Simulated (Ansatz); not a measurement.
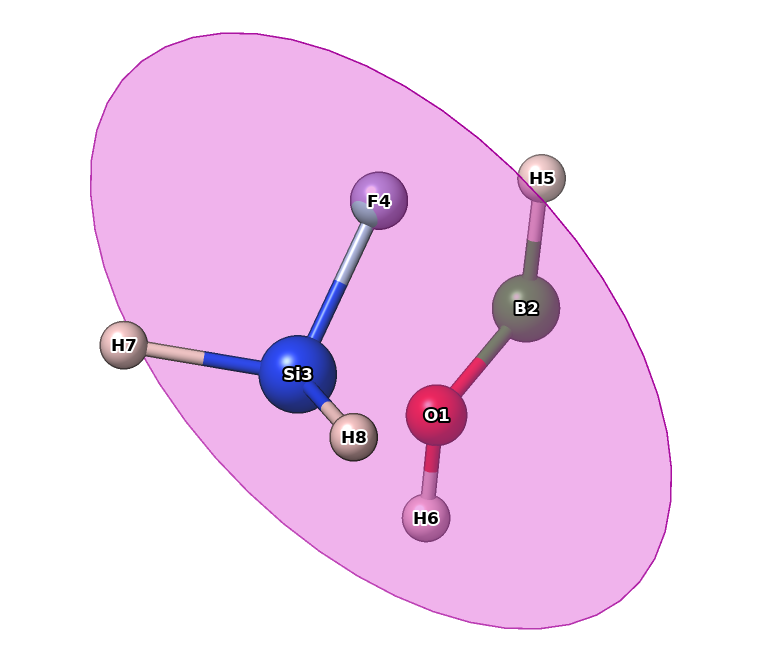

A disc through the centre of mass is drawn in. Atoms fade into the background with distance from the viewer. Computed geometry: PBE-D4/def2-SVP optimisation. No frequency run is at hand to confirm it as a minimum.

Is the plane of the disc a mirror plane of the structure?

Answer. No. The point group is Cs, with 1 mirror plane, and this plane isn't one of its mirror planes.
